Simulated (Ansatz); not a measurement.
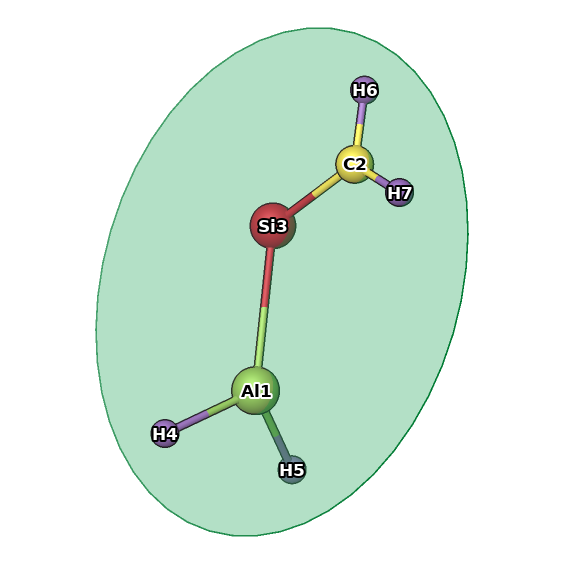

A disc through the centre of mass is drawn in. Distant atoms are faded towards the background colour. Charge −1, singlet. The geometry was computed by an optimisation with PBE0-D4/def2-TZVPD. No frequency run is at hand to confirm it as a minimum.

> Is the plane of the disc a mirror plane of the structure?

Yes. The reflection leaves Al1, C2, Si3, H6, H7 in place and moves H4 ↔ H5. The point group is Cs.
